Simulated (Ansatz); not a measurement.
```xyz
5

O     0.6043   -0.4556    0.8530
Si    0.0587    0.3305   -0.5227
H     0.7047   -1.4137    0.7934
H    -1.2608   -0.2232   -0.9942
H    -0.1070    1.7620   -0.1296
```

These are results of UKS B3LYP-D4/def2-SVP in Ansatz 0.2.0, not measurements.

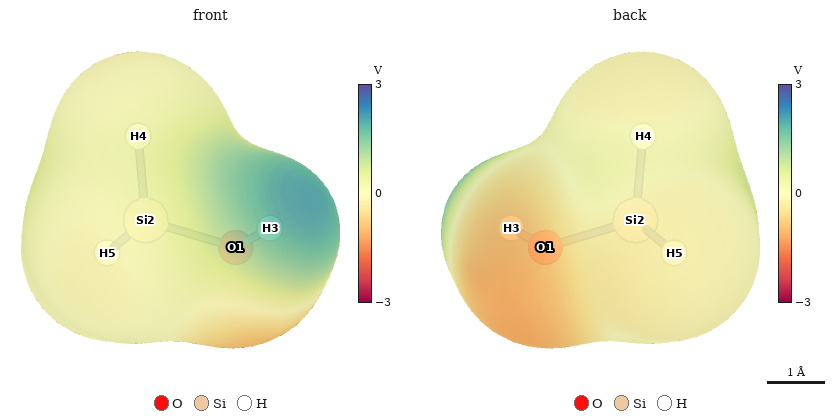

H₃OSi (SMILES O[SiH2]) (doublet). The electrostatic potential painted on the density surface at 0.001 e/bohr³, seen from the front and from behind; the colour scale runs from red (negative) to blue (positive).

**Which sites attract a positive test charge, and which a negative one?**

A positive charge is drawn to the negative regions and a negative charge to the positive ones. The most negative region (about −1.2 V) lies over O1, the most positive (about +2.1 V) over H3. O1 is the likeliest acceptor of a hydrogen bond.
